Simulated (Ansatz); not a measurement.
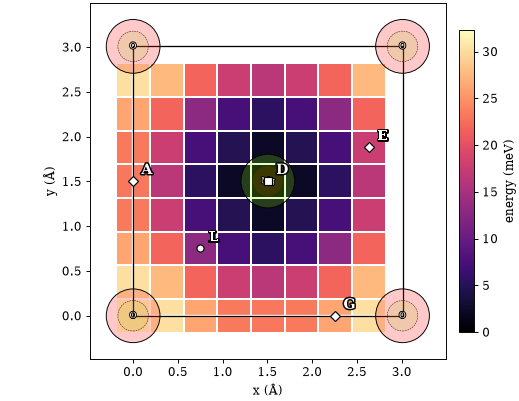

S on a MgO(100) slab cut from the Fm-3m phase, its upper half relaxed before the scan (6 atoms of substrate and one adsorbate in a 1 × 1 cell). 
- S is moved over the surface cell; relaxed at each place: the height of the adsorbate's atoms; substrate rigid; the origin of the map has the adsorbate above O6.
- Places are given modulo a cell vector. The map is drawn in real space over the plane of the surface.
- The scan uses an 8 × 8 grid; 15 points were computed and 49 follow by symmetry.
- Energies are in meV, from the lowest grid point.
- With one adsorbate in each 1 × 1 cell, its nearest image is 3.0 Å away, so neighbouring adsorbates interact.
- Computed with DFT PBE, scalar-relativistic, plane waves, PAW in Ansatz. Settings: cutoff 420 eV, k-mesh 9×9×1, gaussian smearing 0.05 eV, spin-polarised.

In the figure: one coloured cell a grid point, labelled circles for the atoms of the top layer and small ones for the second layer, the outline of one cell of the plane, lettered points.

What kind of point is each of D, E, L: minimum, saddle, maximum or slope?

Answer. D: minimum; E: on a slope; L: on a slope. (In these two coordinates alone; a stationary point may lie a little off the grid point.)

Rank the lettered points by energy, lowest first.

Answer. D (0.0 meV), L (13.0 meV), E (17.7 meV), A (23.2 meV), G (26.2 meV).

PAW datasets: the set soft_1.
